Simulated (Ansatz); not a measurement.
The starting structures come from a database of crystals and need not be the phases stable at ambient conditions.

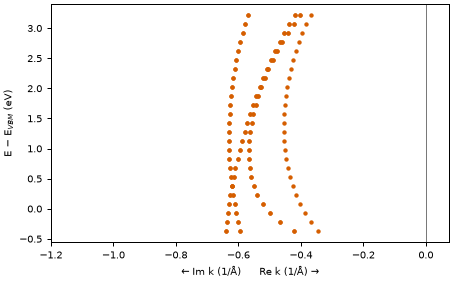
Complex bands at the centre of the two-dimensional zone; Ansatz (a program for electronic structure) with r2SCAN

The gap is the functional's own. No spin-orbit coupling. Mid-gap values are interpolated on the energy grid.

Problem. This is Mg3ReH7 (P6_3/mmc, not sure to be the ambient phase, 22 atoms a cell, 9.7 Å³ an atom) along the normal of (001). Read off the slowest decay at the centre of the two-dimensional zone at 1.57 eV, the computed energy nearest the middle of the gap.

Solution. κ ≈ 0.45 1/Å, a decay length 1/(2κ) of the density of 1.1 Å.
